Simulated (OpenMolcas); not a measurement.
Run report: Co³⁺, multiconfigurational calculation (part 2 of 2)

Continued. System: Co³⁺, among 6 point charges of −1 e at 2.03 Å, octahedron (Oh), whose field is part of the energies. Method: state-averaged CASSCF, active space 6 electrons in the shell 3d, basis ANO-RCC-VDZP, DKH2 scalar Hamiltonian, spin-orbit coupling by RASSI with atomic mean-field integrals (OpenMolcas).

## The program's output (extracts), continued
```
--- RASSI ---
SPIN-FREE ENERGIES:
  (Shifted by EMIN (a.u.) =      -1394.5409421899)

 SF State       Relative EMIN(au)   Rel lowest level(eV)    D:o, cm**(-1)      L_eff

     1             0.0000000000        0.0000000000              0.0000         2.0
     2             0.0000000000        0.0000000000              0.0000         2.0
     3             0.0000000000        0.0000000000              0.0000         2.0
     4             0.0081242006        0.2210707593           1783.0559         2.0
     5             0.0081242006        0.2210707593           1783.0559         2.0
     6             0.1146682484        3.1202819966          25166.7715         4.9
     7             0.1146682484        3.1202819966          25166.7715         4.9
     8             0.1146682484        3.1202819966          25166.7715         4.9
     9             0.1169556671        3.1825258310          25668.8019         5.0
    10             0.1169556671        3.1825258310          25668.8019         5.0
    11             0.1169556671        3.1825258310          25668.8019         5.0
    12             0.1212984861        3.3006999556          26621.9405         4.8
    13             0.1212984861        3.3006999556          26621.9405         4.8
    14             0.1212984861        3.3006999556          26621.9405         4.8
    15             0.1221529963        3.3239523637          26809.4838         5.0
    16             0.1221529963        3.3239523637          26809.4838         5.0
    17             0.1313406651        3.5739615666          28825.9440         2.1
    18             0.1313406651        3.5739615666          28825.9440         2.1
    19             0.1313406651        3.5739615666          28825.9440         2.1
    20             0.1372341206        3.7343306616          30119.4080         3.1
    21             0.1372341206        3.7343306616          30119.4080         3.1
    22             0.1372341206        3.7343306616          30119.4080         3.1
    23             0.1388680749        3.7787928226          30478.0195         3.0
    24             0.1388680749        3.7787928226          30478.0195         3.0
    25             0.1388680749        3.7787928226          30478.0195         3.0
    26             0.1392795997        3.7899909831          30568.3388         3.0
    27             0.1468317129        3.9954944541          32225.8361         3.9
    28             0.1468317129        3.9954944541          32225.8361         3.9
    29             0.1468317129        3.9954944541          32225.8361         3.9
    30             0.1508445788        4.1046900967          33106.5583         4.0
    31             0.1508445788        4.1046900967          33106.5583         4.0
    32             0.1535899789        4.1793962391          33709.1040         3.9
    33             0.1535899789        4.1793962391          33709.1040         3.9
    34             0.1535899789        4.1793962391          33709.1040         3.9
    35             0.1543076999        4.1989264231          33866.6256         4.0
    51             0.1679580431        4.5703711844          36862.5296         5.5
    52             0.1712814676        4.6608061726          37591.9370         5.8
    53             0.1712814676        4.6608061726          37591.9370         5.8
    54             0.1712814676        4.6608061726          37591.9370         5.8
    55             0.1745242998        4.7490481307          38303.6564         6.0
Eigenvalues of complex Hamiltonian:
   -----------------------------------
  (Shifted by EMIN (a.u.) =      -1394.5409421899)

 SO State       Relative EMIN(au)   Rel lowest level(eV)    D:o, cm**(-1)     J-value

     1            -0.0025367444        0.0000000000              0.0000         3.1
     2            -0.0025367444        0.0000000000              0.0000         3.2
     3            -0.0025367444        0.0000000000              0.0000         2.9
     4            -0.0015903254        0.0257533711            207.7149         3.1
     5            -0.0015903254        0.0257533711            207.7149         2.7
     6            -0.0013701079        0.0317457959            256.0471         2.8
     7            -0.0013701079        0.0317457959            256.0471         3.2
     8            -0.0013701079        0.0317457959            256.0471         2.6
     9            -0.0003485771        0.0595430635            480.2472         2.8
    10             0.0005952431        0.0852257199            687.3918         2.2
    11             0.0005952431        0.0852257199            687.3918         2.2
    12             0.0005952431        0.0852257199            687.3918         2.4
    13             0.0010948007        0.0988193751            797.0320         2.0
    14             0.0010948007        0.0988193751            797.0320         2.1
    15             0.0010948007        0.0988193751            797.0320         1.9
    16             0.0079943642        0.2865660632           2311.3112         2.4
    17             0.0083058307        0.2950414970           2379.6702         2.0
    18             0.0083058307        0.2950414970           2379.6702         2.2
    19             0.0083058307        0.2950414970           2379.6702         2.2
    20             0.0085760959        0.3023957897           2438.9865         1.7
    21             0.0085760959        0.3023957897           2438.9865         2.2
    22             0.0089662848        0.3130133696           2524.6231         1.7
    23             0.0089662848        0.3130133696           2524.6231         1.7
    24             0.0089662848        0.3130133696           2524.6231         1.3
    25             0.0093145917        0.3224912822           2601.0676         1.3
    26             0.1132280501        3.1501205352          25407.4356         5.5
    27             0.1132280501        3.1501205351          25407.4356         3.4
    28             0.1134048881        3.1549325429          25446.2470         5.2
    29             0.1134048881        3.1549325429          25446.2470         5.2
    30             0.1134048881        3.1549325429          25446.2470         2.9
    31             0.1149790283        3.1977670790          25791.7309         3.7
    32             0.1149790283        3.1977670790          25791.7309         3.7
    33             0.1149790283        3.1977670791          25791.7309         4.2
    34             0.1152216148        3.2043681940          25844.9725         3.3
    35             0.1154169851        3.2096844912          25887.8513         4.8
    36             0.1161296983        3.2290784065          26044.2738         4.3
    37             0.1161296983        3.2290784065          26044.2738         4.4
    38             0.1161296983        3.2290784065          26044.2738         4.4
    39             0.1171193343        3.2560077721          26261.4737         3.0
    40             0.1171193343        3.2560077722          26261.4737         3.9
    41             0.1171193343        3.2560077721          26261.4737         3.9
Weights of the five most important spin-orbit-free states for each spin-orbit state.

 SO State  Total energy (au)           Spin-free states, spin, and weights
 -------------------------------------------------------------------------------------------------------
    1        -0.002537       3 2.0  0.4052    1 2.0  0.2874    2 2.0  0.2872    5 2.0  0.0109    4 2.0  0.0078
    2        -0.002537       1 2.0  0.3839    2 2.0  0.3019    3 2.0  0.2941    5 2.0  0.0121    4 2.0  0.0066
    3        -0.002537       2 2.0  0.3907    1 2.0  0.3086    3 2.0  0.2805    4 2.0  0.0136    5 2.0  0.0051
    4        -0.001590       2 2.0  0.4377    3 2.0  0.3253    1 2.0  0.1702    5 2.0  0.0326    4 2.0  0.0326
    5        -0.001590       1 2.0  0.4519    3 2.0  0.2969    2 2.0  0.1844    5 2.0  0.0326    4 2.0  0.0326
    6        -0.001370       3 2.0  0.4138    2 2.0  0.4102    1 2.0  0.1132    4 2.0  0.0326    5 2.0  0.0288
    7        -0.001370       3 2.0  0.4324    2 2.0  0.2796    1 2.0  0.2252    5 2.0  0.0445    4 2.0  0.0168
    8        -0.001370       1 2.0  0.5988    2 2.0  0.2474    3 2.0  0.0910    4 2.0  0.0426    5 2.0  0.0187
    9        -0.000349       2 2.0  0.2820    1 2.0  0.2820    3 2.0  0.2820    5 2.0  0.0760    4 2.0  0.0760
   10         0.000595       3 2.0  0.3988    1 2.0  0.2793    2 2.0  0.2667    5 2.0  0.0367    4 2.0  0.0174
   11         0.000595       3 2.0  0.4251    1 2.0  0.2895    2 2.0  0.2302    5 2.0  0.0348    4 2.0  0.0192
   12         0.000595       2 2.0  0.4479    1 2.0  0.3760    3 2.0  0.1209    4 2.0  0.0444    5 2.0  0.0096
```

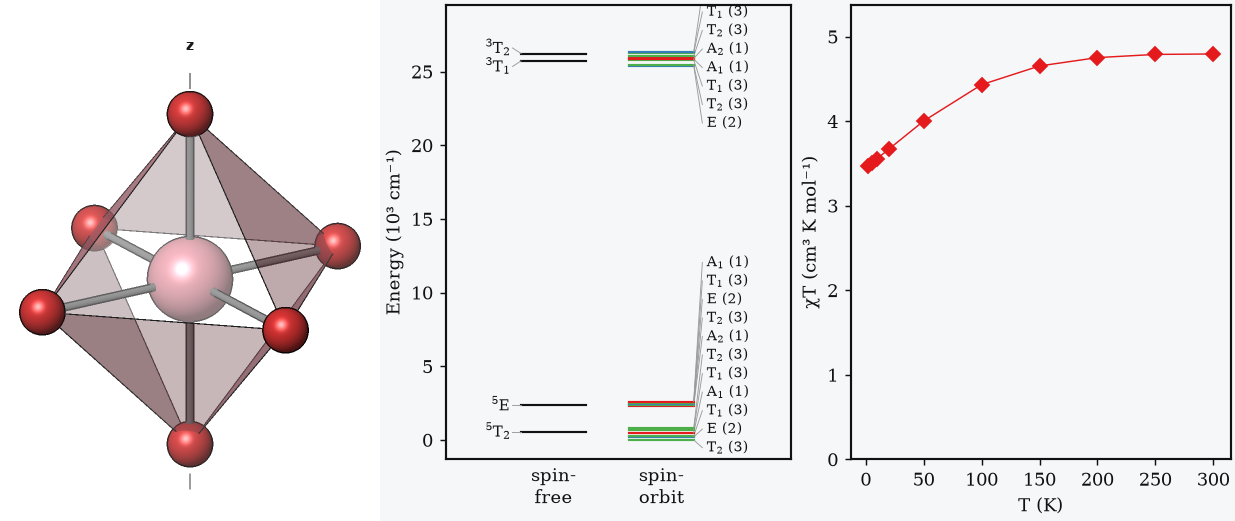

**Figure 1.** Co³⁺ (3d⁶) among 6 point charges of −1 e at 2.03 Å, arranged as: octahedron (Oh), with its levels and susceptibility. Labels give the representation in O, Td, D4 or D3 as the site allows (double group for half-integer spin) where it could be assigned and, in brackets, the degeneracy; spin-free states, where drawn, share the zero of the spin-orbit levels. Powder susceptibility by Van Vleck's formula. The ground level is T₂, 3-fold degenerate, 100 % from states of spin multiplicity 5. The next level lies at 208 cm⁻¹ (E). The lowest spin-free state is ⁵T₂, from the free-ion D term; of the same spin there follows at 1,780 cm⁻¹ (⁵E) above it. A ligand-field fit to the spin-free states gives |10Dq| = 1,530 cm⁻¹, B = 1,350 and C = 5,020 cm⁻¹ (rms misfit 50 cm⁻¹). χT is 3.47 cm³ K mol⁻¹ at 2 K and 4.79 at 300 K, an effective moment of 6.19 μB.

## The input
```
&GATEWAY
Coord
1

Co 0.0 0.0 0.0
Basis=ANO-RCC-VDZP
Group=XYZ
NoMove
AngMom=0.0 0.0 0.0
AMFI
XField
3 Angstrom 0
2.030000 0.000000 0.000000 -1.000000
0.000000 2.030000 0.000000 -1.000000
0.000000 0.000000 2.030000 -1.000000
&SEWARD
&RASSCF
FileOrb=start.orb
Symmetry=1
Spin=5
nActEl=6 0 0
Inactive=3 6
Ras2=5 0
CIRoot=5 5 1
SDav=5
CIMx=300
Iter=120 100
PrWF=0.3
OrbListing=Nothing
MaxOrb=0
>>> COPY $Project.JobIph JOB001
&RASSCF
FileOrb=start.orb
Symmetry=1
Spin=3
nActEl=6 0 0
Inactive=3 6
Ras2=5 0
CIRoot=45 45 1
SDav=45
CIMx=300
Iter=120 100
PrWF=0.3
OrbListing=Nothing
MaxOrb=0
>>> COPY $Project.JobIph JOB002
&RASSCF
FileOrb=start.orb
Symmetry=1
Spin=1
nActEl=6 0 0
Inactive=3 6
Ras2=5 0
CIRoot=50 50 1
SDav=50
CIMx=300
Iter=120 100
PrWF=0.3
OrbListing=Nothing
MaxOrb=0
>>> COPY $Project.JobIph JOB003
&RASSI
NrOfJobIphs=3 5 45 50
1 2 3 4 5
1 2 3 4 5 6 7 8 9 10 11 12 13 14 15 16 17 18 19 20 21 22 23 24 25 26 27
28 29 30 31 32 33 34 35 36 37 38 39 40 41 42 43 44 45
1 2 3 4 5 6 7 8 9 10 11 12 13 14 15 16 17 18 19 20 21 22 23 24 25 26 27
28 29 30 31 32 33 34 35 36 37 38 39 40 41 42 43 44 45 46 47 48 49 50
IphNames
JOB001
JOB002
JOB003
EJob
SpinOrbit
DIPRint=1.0
SOCoupling=1000.0
Subsets=2
Property=9
'ANGMOM' 1 'ANGMOM' 2 'ANGMOM' 3 'MLTPL  1' 1 'MLTPL  1' 2 'MLTPL  1' 3
'AMFI' 1 'AMFI' 2 'AMFI' 3
SOProperty=3
'ANGMOM' 1 'ANGMOM' 2 'ANGMOM' 3
```

The file start.orb holds starting orbitals from an earlier step. A driver script formed the levels outside the program, from RASSI's spin-orbit matrix and the active-space energies, averaged over the components of each term or state.

## Results in brief

| quantity | value |
| --- | --- |
| outcome | converged |
| energy of the lowest spin-free term | −1394.54094 hartree |
| energy of the lowest spin-orbit level | −1394.54348 hartree |
| largest spread among components of a term | 0.0 cm⁻¹ |
| hardware | 1 CPU thread, shared host |
| wall time | 15 s |

## Remarks

Without dynamic correlation the splittings between terms come out too large, often by 20 to 50 %. Caveats: point charges lack covalency, field too small at true ligand charges; small active space favours high spin, ground spin may be wrong.
